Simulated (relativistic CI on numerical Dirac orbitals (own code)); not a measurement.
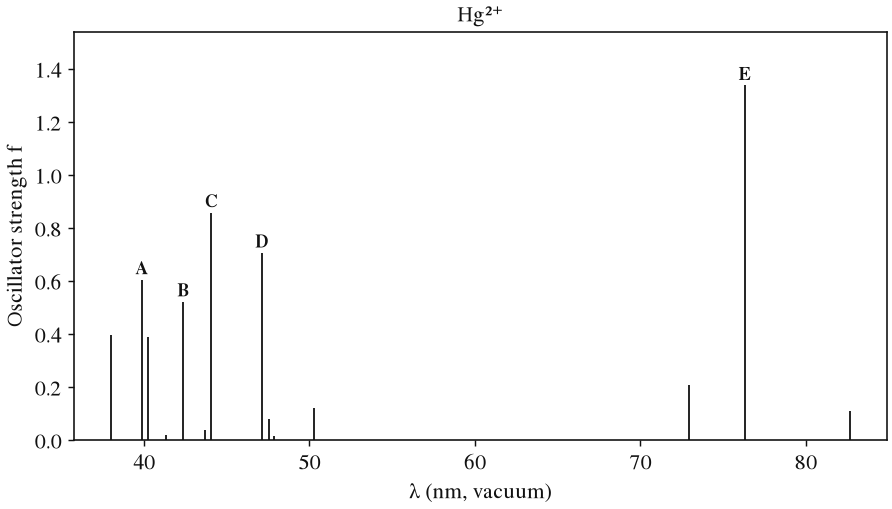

The plot shows absorption lines from the lowest level (oscillator strengths f) for Hg²⁺. Method of calculation: relativistic CI on Dirac orbitals, KLI exchange-only orbitals, Breit term, model QED, valence Slater integrals scaled by 0.85, a P86 correlation estimate for each configuration, no mixing between configurations (in-house radial CI code).

Levels without a good LS label are named by their open jj subshells in square brackets.

**Which transitions are the lettered lines?**

A: 5d⁹ 6f [(5d₃/₂)³ 6f₅/₂] J = 1 ← 5d¹⁰ ¹S₀, 39.91 nm, f = 0.61; B: 5d⁹ 6f [(5d₅/₂)⁵ 6f₇/₂] J = 1 ← 5d¹⁰ ¹S₀, 42.39 nm, f = 0.52; C: 5d⁹ 5f [(5d₃/₂)³ 5f₅/₂] J = 1 ← 5d¹⁰ ¹S₀, 44.08 nm, f = 0.86; D: 5d⁹ 5f [(5d₅/₂)⁵ 5f₇/₂] J = 1 ← 5d¹⁰ ¹S₀, 47.12 nm, f = 0.71; E: 5d⁹ 6p ¹P°₁ ← 5d¹⁰ ¹S₀, 76.30 nm, f = 1.3. The strongest, E, lies in the extreme ultraviolet region.

Caveat: near-neutral ion: configurations can be misplaced by up to about 10000 cm⁻¹, over 20000 where the f count changes; rates and lifetimes follow the computed energies and can be off by orders of magnitude; the fine structure of a weakly bound d or f electron outside closed shells is too small or inverted; only a limited list of configurations is included, so lower levels can be missing.
